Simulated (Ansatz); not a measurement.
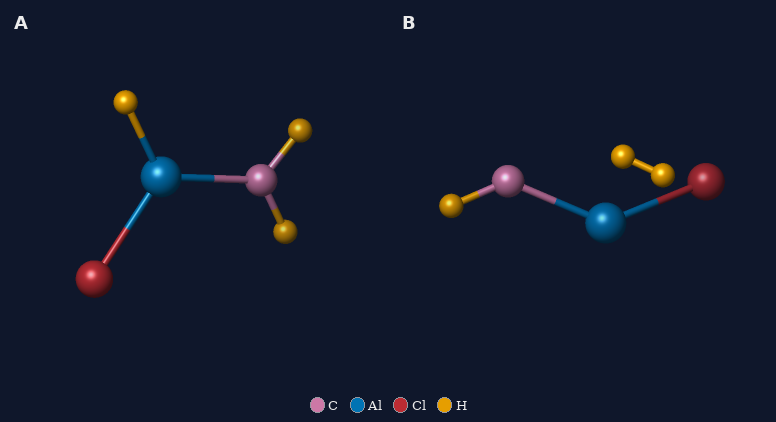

2 stationary structures of one formula. The species is neutral and a spin doublet. Geometries: PBE0-D4/def2-TZVP. Electronic energies: UHF-CCSD(T) (frozen core)/def2-TZVPP (Ansatz 0.2.0), without zero-point energy. No frequency run is at hand to confirm each as a minimum.

### Which is lowest in energy, and by how much?

A is lowest (Cs); B lies 74.6 kcal/mol above it (C1).

The determinant isn't a pure spin state (⟨S²⟩ up to 1.59).
